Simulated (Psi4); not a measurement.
# BSiN2H5 (SMILES N[SiH]1BN1) at OMP2/cc-pVDZ (density fitting for correlation)

Aim: the vertical ionisation energy of BSiN2H5 at OMP2/cc-pVDZ (density fitting for correlation), from 2 runs. 

The calculation is run with Psi4 1.11.

2 further runs of the same task are left out: 2 set aside as unsound or not needed. Runs told in other sessions of the task aren't counted.

**1. The molecule**

BSiN2H5 has 9 atoms, charge 0, and is taken as a singlet. SMILES: `N[SiH]1BN1`. The coordinates come from a PBE0-D4/def2-TZVP relaxation. This is one conformer, not always the lowest.

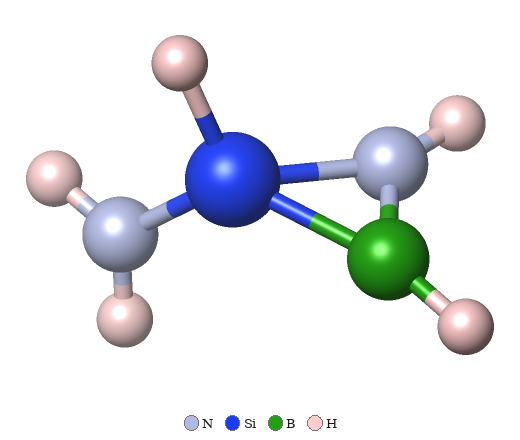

The structure, seen from a chosen angle (nitrogen light blue, silicon blue, boron green, hydrogen pink).

**2. The energy at OMP2/cc-pVDZ (density fitting for correlation)**

input.inp

```
memory 2200 MB

molecule {
  0 1
  N
  Si 1 r2
  B 2 r3 1 a3
  N 3 r4 2 a4 1 d4
  H 1 r5 2 a5 4 d5
  H 1 r6 5 a6 2 d6
  H 2 r7 1 a7 6 d7
  H 3 r8 4 a8 2 d8
  H 4 r9 3 a9 8 d9

  r2 = 1.70207
  r3 = 1.914206
  a3 = 127.23337
  r4 = 1.389339
  a4 = 61.77956
  d4 = 99.73395
  r5 = 1.00553
  a5 = 122.55607
  d5 = -107.4643
  r6 = 1.005143
  a6 = 112.85974
  d6 = -166.95653
  r7 = 1.482017
  a7 = 105.47236
  d7 = -170.86196
  r8 = 1.190185
  a8 = 134.38438
  d8 = 178.29311
  r9 = 1.010714
  a9 = 135.16131
  d9 = -0.87641
  symmetry c1
  no_reorient
  no_com
}

set {
  basis           cc-pVDZ
  puream          true
  e_convergence   1e-09
  d_convergence   1e-08
  scf_type        pk
  num_frozen_docc 8
}

result, w = energy('omp2', return_wfn=True)
print_variables()
```

Started as:

```console
$ psi4 -n 1 input.inp input.out
```

input.out, cut to the lines that bear on the results:

```text
[...]
  Running in c1 symmetry.
[...]
  Nuclear repulsion =  149.962672959193355
[...]
  Multiplicity = 1
[...]
  Nalpha       = 19
  Nbeta        = 19
[...]
    Number of basis functions: 85
[...]
   @RHF iter   1:  -425.31452495671226   -6.16768e-01   6.18954e-03 ADIIS/DIIS
[...]
   @RHF iter  12:  -425.45119590203740   -3.75167e-12   4.77378e-09 DIIS
[...]
    Orbital Energies [Eh]
    ---------------------
    Doubly Occupied:
       1A    -68.791115     2A    -15.545203     3A    -15.537465
       4A     -7.595728     5A     -6.135241     6A     -4.243059
       7A     -4.241498     8A     -4.240896     9A     -1.154802
      10A     -1.127324    11A     -0.760222    12A     -0.672250
      13A     -0.652741    14A     -0.594293    15A     -0.527788
      16A     -0.484341    17A     -0.422823    18A     -0.412944
      19A     -0.337462
[...]
  @RHF Final Energy:  -425.45119590203740
   => Energetics <=
    Nuclear Repulsion Energy =            149.9626729591933554
    One-Electron Energy =                -883.8733447022266319
    Two-Electron Energy =                 308.4594758409958786
    Total Energy =                       -425.4511959020373979
[...]
 Multipole Moments:
 ------------------------------------------------------------------------------------
     Multipole            Electronic (a.u.)      Nuclear  (a.u.)        Total (a.u.)
 ------------------------------------------------------------------------------------
 L = 1.  Multiply by 2.5417464519 to convert [e a0] to [Debye]
 Dipole X            :         -0.2747278            0.8197576            0.5450298
 Dipole Y            :         -0.9996260            1.1019657            0.1023397
 Dipole Z            :          1.6283149           -2.1668282           -0.5385133
 Magnitude           :                                                    0.7729990
[...]
	Warning: cc_lambda option is changed to TRUE
	For this residual convergence, default PCG convergence is:     1.00e-07
[...]
	DF-MP2 Total Energy (a.u.)         :  -425.96610819162606
[...]
	DF-MP2 Total Energy (a.u.)         :  -425.97287830486550
[...]
	DF-OMP2 Total Energy (a.u.)        :  -425.97287830486596
[...]
```

It took 17 s on 1 thread of Intel Xeon Platinum 8488C (Sapphire Rapids), shared host; peak memory 0.39 GiB.

**3. The doublet cation, same level**

job.dat

```
memory 2200 MB

molecule {
  1 2
  N
  Si 1 r2
  B 2 r3 1 a3
  N 3 r4 2 a4 1 d4
  H 1 r5 2 a5 4 d5
  H 1 r6 5 a6 2 d6
  H 2 r7 1 a7 6 d7
  H 3 r8 4 a8 2 d8
  H 4 r9 3 a9 8 d9

  r2 = 1.70207
  r3 = 1.914206
  a3 = 127.23337
  r4 = 1.389339
  a4 = 61.77956
  d4 = 99.73395
  r5 = 1.00553
  a5 = 122.55607
  d5 = -107.4643
  r6 = 1.005143
  a6 = 112.85974
  d6 = -166.95653
  r7 = 1.482017
  a7 = 105.47236
  d7 = -170.86196
  r8 = 1.190185
  a8 = 134.38438
  d8 = 178.29311
  r9 = 1.010714
  a9 = 135.16131
  d9 = -0.87641
  symmetry c1
  no_reorient
  no_com
}

set reference uhf
set puream true
set e_convergence 1e-09
set d_convergence 1e-08
set scf_type pk
set num_frozen_docc 8
set maxiter 100

e = energy('omp2/cc-pVDZ')
```

Started as:

```console
$ psi4 -i job.dat -o job.out -n 1
```

job.out, cut to the lines that bear on the results:

```text
[...]
  Running in c1 symmetry.
[...]
  Nuclear repulsion =  149.962672959193355
[...]
  Multiplicity = 2
[...]
  Nalpha       = 19
  Nbeta        = 18
[...]
    Number of basis functions: 85
[...]
   @UHF iter   1:  -425.03509060863325   -3.37333e-01   5.52699e-03 DIIS/ADIIS
[...]
   @UHF iter  19:  -425.15625437663090   -2.84217e-12   6.68969e-09 DIIS
[...]
   @S^2 Observed:                7.613785734E-01
[...]
  @UHF Final Energy:  -425.15625437663090
   => Energetics <=
    Nuclear Repulsion Energy =            149.9626729591933554
    One-Electron Energy =                -874.3656734917412905
    Two-Electron Energy =                 299.2467461559170374
    Total Energy =                       -425.1562543766308977
  UHF NO Occupations:
  HONO-2 :   17  A 1.9985860
  HONO-1 :   18  A 1.9975958
  HONO-0 :   19  A 1.0000000
  LUNO+0 :   20  A 0.0024042
  LUNO+1 :   21  A 0.0014140
[...]
 Multipole Moments:
 ------------------------------------------------------------------------------------
     Multipole            Electronic (a.u.)      Nuclear  (a.u.)        Total (a.u.)
 ------------------------------------------------------------------------------------
 L = 1.  Multiply by 2.5417464519 to convert [e a0] to [Debye]
 Dipole X            :         -0.7105145            0.8197576            0.1092431
 Dipole Y            :         -1.5010463            1.1019657           -0.3990806
 Dipole Z            :          2.3680528           -2.1668282            0.2012246
 Magnitude           :                                                    0.4600986
[...]
	Warning: cc_lambda option is changed to TRUE
	For this residual convergence, default PCG convergence is:     1.00e-07
[...]
	DF-SCS-MP2 Total Energy (a.u.)     :  -425.64436239752371
	DF-SOS-MP2 Total Energy (a.u.)     :  -425.64158577272315
[...]
	DF-SCS-OMP2 Total Energy (a.u.)    :  -425.65346974487892
	DF-SOS-OMP2 Total Energy (a.u.)    :  -425.61069044459856
	DF-SCS(N)-OMP2 Total Energy (a.u.) :  -425.36838574118860
[...]
	DF-OMP2 Total Energy (a.u.)        :  -425.66099844390675
[...]
```

Run time: 44 s. Hardware: 1 thread of Intel Xeon Platinum 8488C (Sapphire Rapids), shared host; peak memory 0.37 GiB.

**4. Outcome**

At OMP2/cc-pVDZ (density fitting for correlation), 8 core orbitals frozen:

| quantity | value |
| --- | --- |
| singlet BSiN2H5: total energy | -425.97288 Eh |
| singlet BSiN2H5: HOMO energy (Hartree–Fock orbitals) | -9.18 eV |
| singlet BSiN2H5: LUMO energy (Hartree–Fock orbitals) | 3.77 eV |
| singlet BSiN2H5: HOMO–LUMO gap (Hartree–Fock orbitals) | 12.96 eV |
| singlet BSiN2H5: correlation energy (8 core orbitals frozen) | -521.7 mEh |
| doublet cation: total energy | -425.66100 Eh |
| doublet cation: HOMO energy (Hartree–Fock orbitals) (highest over α and β) | -16.38 eV |
| doublet cation: LUMO energy (Hartree–Fock orbitals) (lowest over α and β) | -6.94 eV |
| doublet cation: correlation energy (8 core orbitals frozen) | -504.7 mEh |
| doublet cation: ⟨S²⟩ of the reference determinant | 0.761 |
| vertical ionisation energy (to the doublet cation) | 8.487 eV |

The vertical ionisation energy comes to 8.49 eV (819 kJ/mol).
